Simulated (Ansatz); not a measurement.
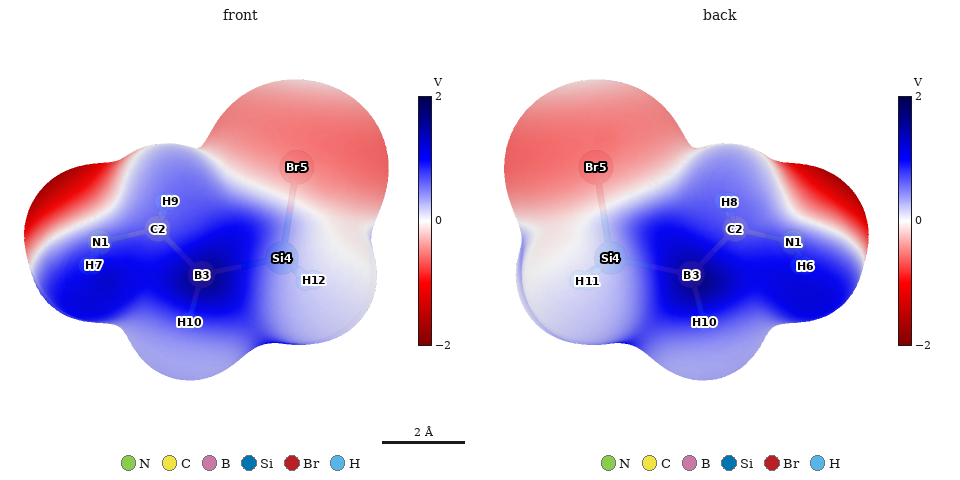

Figure 1: CH7BBrNSi (SMILES NCB[SiH2]Br). The molecular electrostatic potential painted on the density surface at 0.001 e/bohr³, seen from the front and from behind; the colour scale runs from red (negative) to blue (positive).

The calculation used Ansatz 0.2.0, RKS BHLYP-D4/def2-SVP.

Input

```
crystal:
  periodic: [false, false, false]
  atoms:
    - { symbol: "N", position_ang: [-0.2534, 2.0785, 0.8382] }
    - { symbol: C, position_ang: [-0.3018, 1.0435, -0.1621] }
    - { symbol: B, position_ang: [0.1596, -0.3374, 0.4562] }
    - { symbol: Si, position_ang: [0.3681, -1.9307, -0.6273] }
    - { symbol: Br, position_ang: [-0.3504, -1.5015, -2.7567] }
    - { symbol: H, position_ang: [-0.9345, 1.877, 1.6167] }
    - { symbol: H, position_ang: [0.6916, 2.2434, 1.2136] }
    - { symbol: H, position_ang: [-1.2856, 0.9332, -0.5722] }
    - { symbol: H, position_ang: [0.3805, 1.3373, -0.9576] }
    - { symbol: H, position_ang: [0.5005, -0.4, 1.6334] }
    - { symbol: H, position_ang: [-0.5959, -2.9722, -0.0328] }
    - { symbol: H, position_ang: [1.6984, -2.4262, -0.6154] }
basis:
  gaussian: { orbitals: def2-SVP }
hamiltonian:
  xc: { name: BHLYP }
  dispersion: d4
relax:
  f_tol: 0.015
  max_steps: 40
output:
  orbitals: {}
```

Command:

```sh
ansatz run input.yaml --threads 2 --pin off --max-ram 3072MiB --backend cpu --events-out ev --progress --plain --runs-dir out
```

The fields are those of the relaxed geometry.

Q: Which sites attract a positive test charge, and which a negative one?

A: A positive charge is drawn to the negative regions and a negative charge to the positive ones. The most negative region (about −1.6 V, or −37 kcal/mol for a unit charge) lies over N1, the most positive (about +1.6 V, or +37 kcal/mol for a unit charge) over B3. N1 is the likeliest acceptor of a hydrogen bond.
